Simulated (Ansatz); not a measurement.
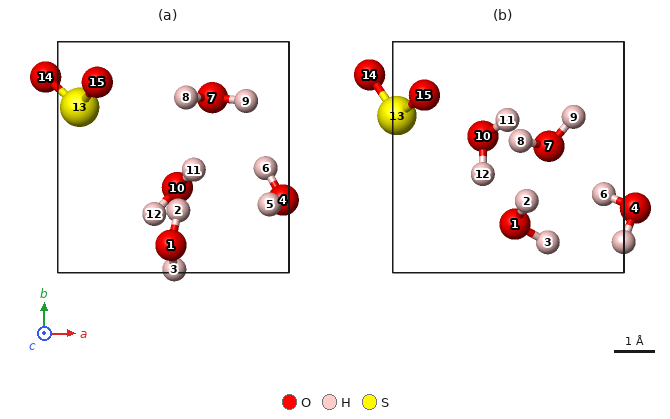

The structure of an amorphous cell of composition H₈SO₆ before (left) and after (right) a relaxation, at one scale.

The picture is a ball-and-stick view of the cell of the calculation, seen along the c axis.

The cell holds 4 H2O + 1 SO2. The run prepares the start of a later molecular dynamics calculation, from a guessed geometry.

Theory: DFT PBE-D3(BJ), scalar-relativistic, plane waves, PAW (Ansatz). (plane-wave cutoff 420 eV; k-point mesh 1 × 1 × 1; occupations fermi dirac; smearing width 0.02 eV; no spin polarisation; atoms relaxed in a fixed cell; force threshold 0.3 eV/Å; at most 15 steps)

**Describe what moved and what it gained.**

The relaxation stopped without meeting its thresholds, so the last structure isn't shown to be converged. It used up its limit of 15 steps. The energy falls by 151 meV per atom in 14 geometry steps. Largest force component: 1.4 eV/Å at the start, 0.43 eV/Å at the end. O10 moves most: 1.49 Å roughly along [−1 2 0]. By element the largest moves are O 1.49 Å, H 1.36 Å, S 0.61 Å. The lattice vectors keep their values. Some distances before and after: O10–H12 0.969 → 0.993 Å, S13–O15 1.477 → 1.462 Å, O10–H11 0.969 → 0.982 Å, O7–H9 0.969 → 0.975 Å. Among the angles between lasting bonds that change: O14–S13–O15 119.8° → 115.2°, H11–O10–H12 104.0° → 101.7°.

Limits of the set-up: the program's low-accuracy preset was used; the periodic images lie only 5.8 Å apart, so the values are limited by the cell's size.
